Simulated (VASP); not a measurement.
Band structure of LiNbO3 (space group R-3c). All values below come from r2SCAN meta-GGA, VASP's PBE PAW potentials (set 64) (plane waves; VASP 6.6.1).

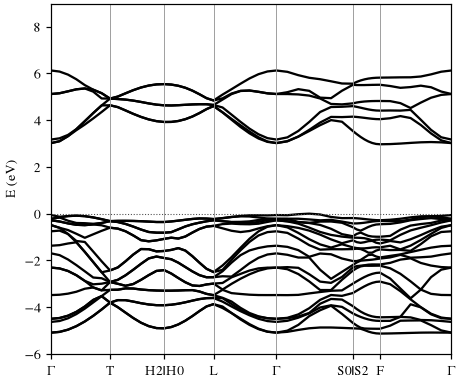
*Bands along high-symmetry lines, zero at the valence-band maximum or, without a gap, the Fermi level*

Problem. Read the plot: is there a gap, and where are the band edges?

Solution. The gap is indirect, 2.97 eV, from the valence maximum at Γ-S0 at 0.43 to the conduction minimum at F.

The structure comes from a computed database's LiNbO3 entry (R-3c); how it stands against other phases isn't given here. It was relaxed first.
